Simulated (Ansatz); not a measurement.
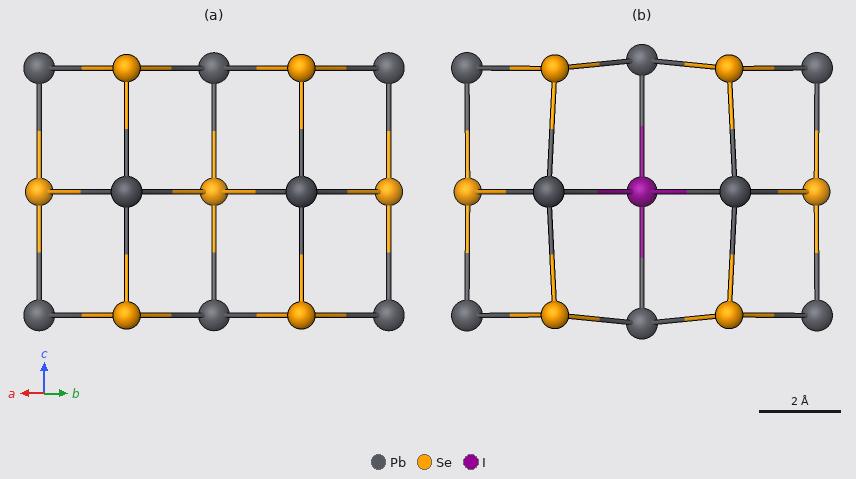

Left: perfect PbSe. Right: the same region with one point defect, after relaxing the atoms in a supercell of 54 sites. A ball-and-stick model of the atoms within 6.0 Å of one point, in a slice 5.0 Å thick across the line of sight, seen along [110].

The calculation used DFT, PBE, plane-wave PAW, default files, scalar-relativistic in Ansatz 0.2.0. (plane-wave cutoff 420 eV; k-point mesh 2 × 2 × 2; occupations fermi dirac; smearing width 0.01 eV; no spin polarisation) A uniform background neutralises the charged cell. The axes drawn are those of the host's conventional cell.

### Which defect is it?

A selenium atom is replaced by iodine.

The charge state of the cell is +1.

### How does the lattice respond?

In the host the Se atom has 6 Pb at 3.06 Å; the I atom ends with 6 Pb at 3.27 Å. Of the host's atoms, a lead atom moves furthest from its site, by 0.20 Å. Relaxing the atoms from the host's sites lowers the energy by 0.75 eV.

Limits of the set-up: the cell is charged, on a uniform background, and energies carry no finite-size correction.
